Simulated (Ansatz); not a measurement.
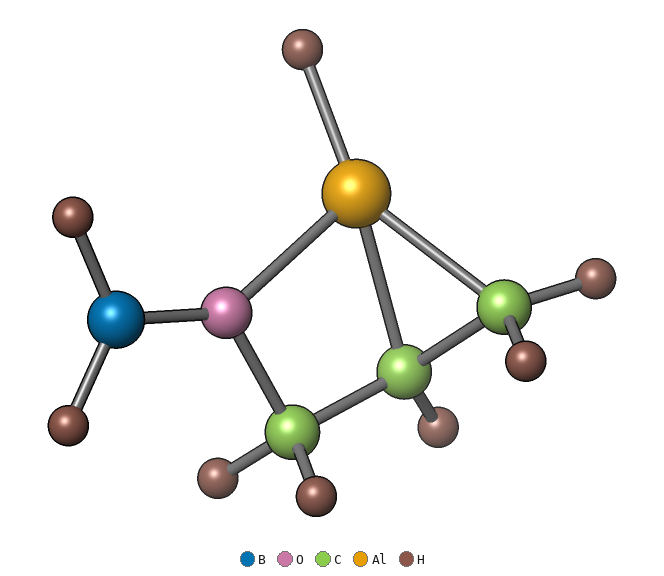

Ball-and-stick drawing of a structure.

What does the picture show?

The molecule is C3H8AlBO. The point group is C1. Coordination, clear cases only: 1 B trigonal planar; 1 C tetrahedral.

More results for the same structure follow; atom numbers are the same in all pictures, views and colours differ. Computed geometry: PBE0-D4/def2-TZVP optimisation. No frequency run is at hand to confirm it as a minimum.

### Dipole moment

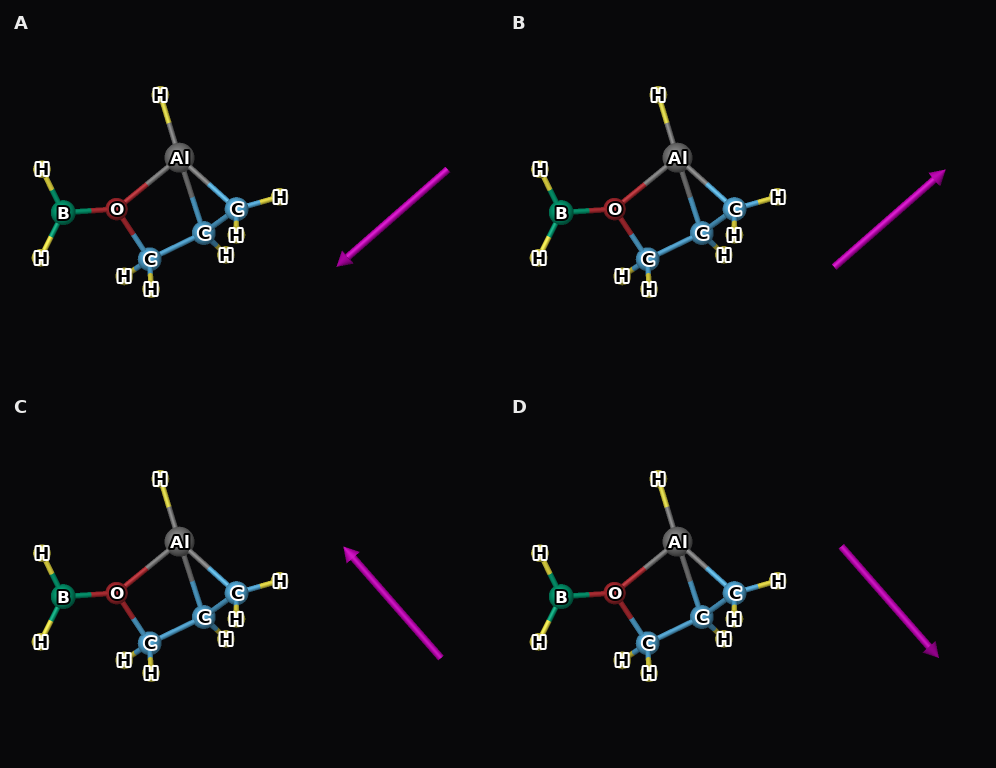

The same molecule four times, each with an arrow. No frequency run is at hand to confirm it as a minimum. Properties computed with RKS PBE-D4/def2-TZVPP (Ansatz 0.2.0).

Question: Which arrow points along the dipole moment, from the negative to the positive end?

Answer: A. The dipole moment is 1.86 D.

### Electronic properties

No frequency run is at hand to confirm it as a minimum. Properties computed with RKS ωB97X-V/def2-TZVPP (Ansatz 0.2.0).

What does the calculation give?

- HOMO energy (Kohn–Sham orbital): −7.66 eV
- LUMO energy (Kohn–Sham orbital): 0.84 eV
- HOMO–LUMO gap: 8.50 eV

### Charges

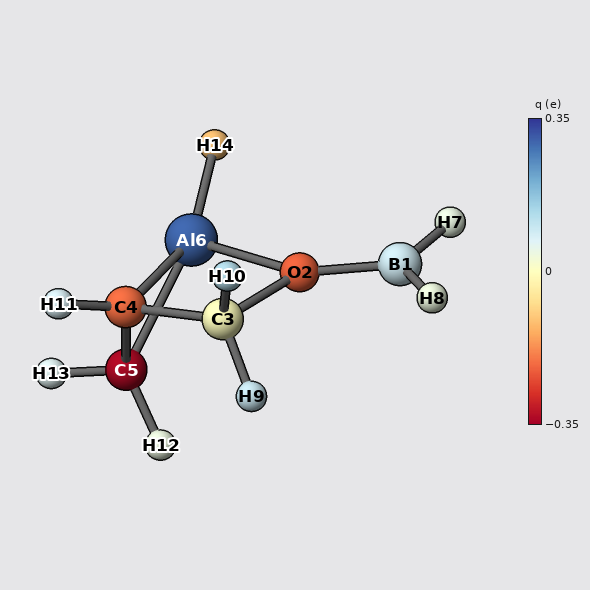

Atoms are coloured by their Mulliken charges. No frequency run is at hand to confirm it as a minimum. Level of theory: RKS B3LYP-D4/def2-TZVPP (Ansatz 0.2.0).

Question: Which atom carries the highest charge (most positive or least negative)?

Answer: Al6 (0.29 e).

Question: And the lowest?

Answer: C5 (−0.33 e).

Give the Mulliken charges atom by atom.

```csv
atom,value (e)
B1,0.09
O2,−0.22
C3,0.00
C4,−0.21
C5,−0.33
Al6,0.29
H7,0.05
H8,0.04
H9,0.10
H10,0.12
H11,0.08
H12,0.04
H13,0.06
H14,−0.11
```

Mulliken values depend strongly on the basis set and can even reverse the polarity of a bond.
